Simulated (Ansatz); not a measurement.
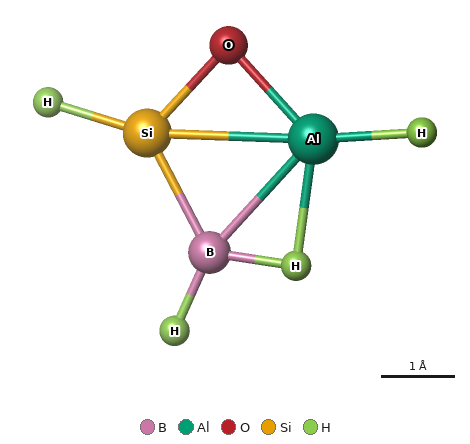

The structure (ball-and-stick view, seen at a tilt). Sticks mark near contacts.

AlBSiH₄O: phonon calculation

System: AlBSiH₄O.
Method: RKS B3LYP/def2-SVP (Ansatz 0.2.0).

It belongs to a series of runs on one base structure; here: vibrations at the highest image of the band.

Input
```yaml
crystal:
  periodic: [false, false, false]
  atoms:
    - { symbol: B, position_ang: [0.162476, -0.037394, -1.098562] }
    - { symbol: Al, position_ang: [-0.15372, 1.045174, 0.76434] }
    - { symbol: O, position_ang: [-0.235375, -0.430623, 1.723482] }
    - { symbol: Si, position_ang: [0.010391, -1.282997, 0.278514] }
    - { symbol: H, position_ang: [0.095375, 1.207448, -0.97978] }
    - { symbol: H, position_ang: [-0.280194, 2.532349, 1.222478] }
    - { symbol: H, position_ang: [0.342252, -0.274938, -2.260672] }
    - { symbol: H, position_ang: [0.058806, -2.759009, 0.350209] }
basis:
  gaussian: { orbitals: def2-SVP }
hamiltonian:
  xc: b3lyp
phonons: {}
```

Machine: 2 threads of Intel Xeon @ 2.50GHz (Skylake/Cascade Lake), 16 GiB of memory available, shared host.

Launched with:
```bash
ansatz run input.yaml --threads 2 --pin off --max-ram 3072MiB --backend cpu --events-out ev --progress --plain --runs-dir out
```

Output
```
Engine: ansatz 0.2.0, x86_64-unknown-linux-gnu
Functional definition: B3LYP
  parameter a0 = 0.2
  parameter ax = 0.72
  parameter ac = 0.81
  exchange = (1 - a0 - ax)*slater_x + ax*b88_x + a0*exact_x
  correlation = (1 - ac)*vwn_rpa_c + ac*lyp_c
863 factors; integrals over basis functions are off by at most 5.5e-4 eV
mean field evaluation 1: about -17248.1919 eV, gradient 6.1e1 eV
mean field evaluation 2: about -17213.5560 eV, gradient 1.3e2 eV
mean field evaluation 4: about -17256.3690 eV, gradient 1.3e1 eV
mean field evaluation 8: about -17257.0154 eV, gradient 1.2e-1 eV
mean field evaluation 16: about -17257.0155 eV, gradient 1.7e-5 eV
mean field -17257.01547772 eV, -634.1836215811 hartree, gradient 1.7e-5 eV, S^2 0.000000; 0 other end points of the search recorded, 0 dependent functions left out
the calculation of the forces begins
reference -17257.01573015 eV, -634.1836308576 hartree; 22, 22 occupied and 62, 62 virtual orbitals, 863 factors
these checks for a lower state are left out or cut short: stability, starts, cluster_reference, orbital_swaps, neighbouring_geometries, increment
863 factors; integrals over basis functions are off by at most 5.5e-4 eV
mean field -17257.01546725 eV, -634.1836211963 hartree, gradient 2.4e-6 eV, S^2 0.000000; 0 other end points of the search recorded, 0 dependent functions left out
[... from here on the field's lines of each further geometry are left out, up to the last ...]
the calculation of the forces begins
reference -17257.01572399 eV, -634.1836306311 hartree; 22, 22 occupied and 62, 62 virtual orbitals, 863 factors
these checks for a lower state are left out or cut short: stability, starts, cluster_reference, orbital_swaps, neighbouring_geometries, increment
863 factors; integrals over basis functions are off by at most 5.5e-4 eV
mean field -17257.01547163 eV, -634.1836213571 hartree, gradient 7.4e-6 eV, S^2 0.000000; 0 other end points of the search recorded, 0 dependent functions left out
the calculation of the forces begins
reference -17257.01572404 eV, -634.1836306332 hartree; 22, 22 occupied and 62, 62 virtual orbitals, 863 factors
WARN: phonons: modes at or below zero, which the zero-point energy, F, S and C_V leave out: 1, the lowest at -578.24 cm⁻¹. A minimum has none, and a first-order saddle one
Total energy: -17257.01573015 eV, -634.1836308576 hartree
Atom 0 at     0.162476    -0.037394    -1.098562 Å, force    -0.000015    -0.000010     0.000056 eV/Å
Atom 1 at    -0.153720     1.045174     0.764340 Å, force     0.000044    -0.000050    -0.000017 eV/Å
Atom 2 at    -0.235375    -0.430623     1.723482 Å, force    -0.000017    -0.000017     0.000026 eV/Å
Atom 3 at     0.010391    -1.282997     0.278514 Å, force    -0.000012     0.000028     0.000025 eV/Å
Atom 4 at     0.095375     1.207448    -0.979780 Å, force    -0.000006     0.000045    -0.000065 eV/Å
Atom 5 at    -0.280194     2.532349     1.222478 Å, force    -0.000009    -0.000002    -0.000004 eV/Å
Atom 6 at     0.342252    -0.274938    -2.260672 Å, force     0.000008     0.000007    -0.000008 eV/Å
Atom 7 at     0.058806    -2.759009     0.350209 Å, force     0.000007     0.000000    -0.000013 eV/Å
Dipole moment:    -0.015652     0.129216     0.071584 e Å
Vibrations: -578.24 218.83 309.62 372.40 514.45 523.52 577.97 583.32 626.95 703.77 765.81 838.83 897.50 1382.25 2024.84 2287.90 2298.43 2658.17 cm⁻¹, zero-point energy 1.090103 eV
```

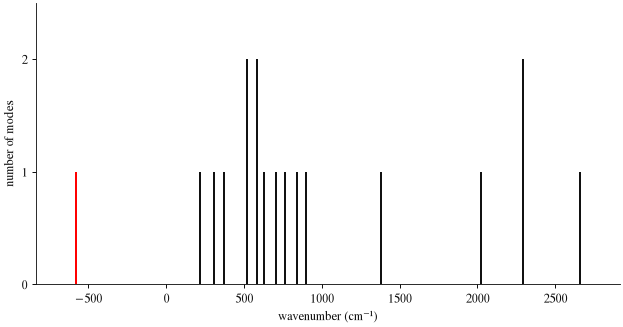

Harmonic vibrational wavenumbers from the force constants; neighbouring modes closer than 15 cm⁻¹ are counted in one stick, and imaginary ones are drawn at negative wavenumbers. 18 modes from 578i to 2658 cm⁻¹, 1 imaginary beyond 8i (578i cm⁻¹): a first-order saddle point, if the geometry is stationary.

Results in brief

| quantity | value |
| --- | --- |
| outcome | converged |
| total energy | −17257.0157 eV |
| mean-field energy | −17257.0157 eV |
| largest force (length of the vector) | under 0.001 eV/Å |
| wall time | 68 s (CPU time 2.2 min) |
| peak memory | 0.18 GiB |
